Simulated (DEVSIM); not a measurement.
Structure: W/AlN/n-In0.53Ga0.47As capacitor, at 400 K.

```csv
layer (left to right),material,thickness (nm),Nd (cm⁻³)
1,AlN,6.30,-
2,In0.53Ga0.47As,3800,2.2e16
```

Metal gate on the left, work function 4.6 eV. Fixed charge at the semiconductor interface 1.9e12 cm⁻² (in units of +e); no interface traps.

Constants are typed, rounded textbook-type inputs, not results; the design itself was drawn at random and stands for no fabricated device. Values at 300 K; Nc and Nv go as T^1.5, mobilities as T to minus their exponent, the gap by Varshni's rule with the affinity fixed.

```csv
parameter,AlN,In0.53Ga0.47As
gap (eV),6.1,0.74
affinity (eV),1.9,4.51
permittivity,8.5,13.9
Nc (cm⁻³),-,2.1e17
Nv (cm⁻³),-,7.7e18
Varshni α (eV/K),-,0.00035
Varshni β (K),-,190
```

Simulated with DEVSIM: 1D Poisson equation in equilibrium, Boltzmann statistics, complete ionisation; no quantum confinement or tunnelling. Metal contacts follow the ideal Schottky-Mott rule: no Fermi-level pinning, no interface dipoles.

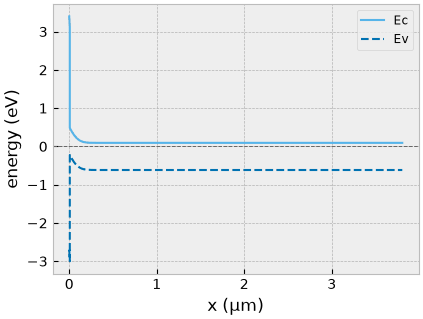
Fig. 1. Band edges at -0.7 V on the gate

Energies count from the Fermi level of the right contact; mesh points crowd at the junctions.

```tsv
x (μm)	Ec (eV)	Ev (eV)	n (cm⁻³)	p (cm⁻³)	field (V/cm)
0.000	3.400	-2.700	< 1e2	< 1e2	-480000
0.001172	3.344	-2.756	< 1e2	< 1e2	-480000
0.003077	3.252	-2.848	< 1e2	< 1e2	-480000
0.005017	3.158	-2.942	< 1e2	< 1e2	-480000
0.006562	0.486	-0.224	2.5e11	1.8e16	-47000
0.008240	0.478	-0.232	3.1e11	1.4e16	-46000
0.01190	0.461	-0.248	5.0e11	8.8e15	-45000
0.02446	0.408	-0.301	2.3e12	1.9e15	-40000
0.04725	0.324	-0.386	2.7e13	1.6e14	-34000
0.1001	0.186	-0.523	1.5e15	3.0e12	-19000
0.2122	0.098	-0.611	1.9e16	2.4e11	-1600
0.5969	0.093	-0.617	2.2e16	2.0e11	≈ 0
1.295	0.093	-0.617	2.2e16	2.0e11	≈ 0
2.498	0.093	-0.617	2.2e16	2.0e11	≈ 0
3.349	0.093	-0.617	2.2e16	2.0e11	≈ 0
3.597	0.093	-0.617	2.2e16	2.0e11	≈ 0
3.711	0.093	-0.617	2.2e16	2.0e11	≈ 0
3.763	0.093	-0.617	2.2e16	2.0e11	≈ 0
3.792	0.093	-0.617	2.2e16	2.0e11	≈ 0
3.800	0.093	-0.617	2.2e16	2.0e11	≈ 0
3.804	0.093	-0.617	2.2e16	2.0e11	≈ 0
3.806	0.093	-0.617	2.2e16	2.0e11	≈ 0
```
